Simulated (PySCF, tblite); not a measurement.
**C₆H₈BFO: geometry, infrared bands and NMR shifts**

Aim: predict the infrared bands and NMR shifts of C₆H₈BFO (`CC#CB/C=C(/F)OC`).

Computed with tblite 0.8.0 and PySCF 2.14.0, with density-fitted response routines of our own, on a single molecule in the gas phase. Atoms are numbered from 0 throughout.

## (1) Starting geometry

17 atoms, charge 0, multiplicity 1; geometry from: force field or distance geometry start.

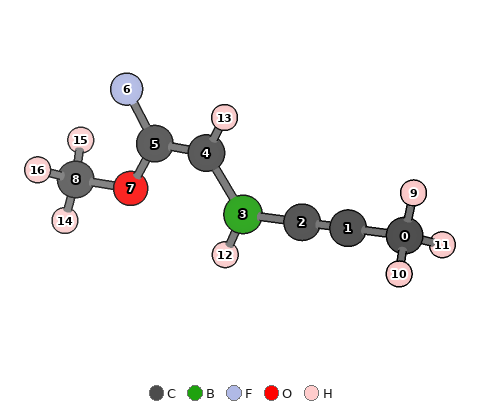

The starting geometry (carbon dark grey, boron green, fluorine light blue, oxygen red, hydrogen pink), atoms numbered.

## (2) Optimising the geometry with GFN2-xTB

The job: settings as JSON, then the geometry in Å.

```
{"job": {"kind": "relax", "xc": "GFN2-xTB", "basis": "xTB"}, "charge": 0, "multiplicity": 1}
C      4.510300     0.017800     0.544100
C      3.078800    -0.052900     0.184000
C      1.924600    -0.125200    -0.092000
B      0.427300    -0.195100    -0.470700
C     -0.654600     0.368000     0.526900
C     -1.966300     0.329900     0.257800
F     -2.827700     0.853400     1.163800
O     -2.438600    -0.229500    -0.919100
C     -3.828500    -0.289600    -1.218300
H      4.607400     0.514300     1.536300
H      4.924300    -1.004400     0.593400
H      5.038100     0.605300    -0.223800
H      0.107900    -0.697600    -1.477300
H     -0.309500     0.813900     1.443700
H     -3.981400    -0.765900    -2.202900
H     -4.254700     0.742700    -1.249300
H     -4.364500    -0.873100    -0.440100
```

The run is started by

```console
$ OMP_NUM_THREADS=1 python probes_run.py task.json out
```

This one command runs all jobs of the session in turn.

**Question.** This job is followed by: GFN2-xTB harmonic vibrations, gas phase; GIAO PBE0/pcSseg-1 NMR shielding, non-relativistic, gas phase. Predict these results of the whole session: strongest single infrared mode (GFN2-xTB); zero-point energy (GFN2-xTB); ¹³C shifts against TMS (PBE0/pcSseg-1); ¹H shifts against TMS (PBE0/pcSseg-1, means over atoms taken as alike); ¹¹B shifts against BF3·OEt2 (PBE0/pcSseg-1); ¹⁹F shifts against CFCl3 (PBE0/pcSseg-1); ¹⁷O shifts against H2O (PBE0/pcSseg-1); surface potential, least and greatest.

The runs gave:

| quantity | value |
| --- | --- |
| strongest single infrared mode (GFN2-xTB) | 1645 cm⁻¹, 1141 km/mol |
| zero-point energy (GFN2-xTB) | 77.7 kcal/mol |
| ¹³C shifts against TMS (PBE0/pcSseg-1) | 182.5, 137.2, 100.6, 93.7, 55.3, 7.7 ppm |
| ¹H shifts against TMS (PBE0/pcSseg-1, means over atoms taken as alike) | 6.14, 5.17, 4.01, 2.32 ppm |
| ¹¹B shifts against BF3·OEt2 (PBE0/pcSseg-1) | 47.9 ppm |
| ¹⁹F shifts against CFCl3 (PBE0/pcSseg-1) | -58.6 ppm |
| ¹⁷O shifts against H2O (PBE0/pcSseg-1) | 127.5 ppm |
| surface potential, least and greatest | -1.11 V and 1.17 V |

What this shows: Relaxing lowered the energy by 0.327 eV in 53 steps; the close pair that moved most is C5–O7, from 1.386 to 1.328 Å. No mode is imaginary among the 45: a minimum at this level. The strongest single mode, at 1645 cm⁻¹, moves mainly C5 and C4. Unscaled tight-binding wavenumbers are off by several per cent, some by more. Its intensities can rank the bands wrongly. C5 (alkene carbon bearing oxygen) lies farthest downfield among carbon, at 182.5 ppm; an sp2 carbon further deshielded by the attached heteroatom. At PBE0/pcSseg-1: The widest tensor belongs to C2: span 279 ppm, with a paramagnetic part of -169 ppm. By nearest atom (PBE0/pcSseg-1), the HOMO sits on C4 33 %; O7 14 % and the LUMO on B3 35 %; C1, C5 about 17 % each.
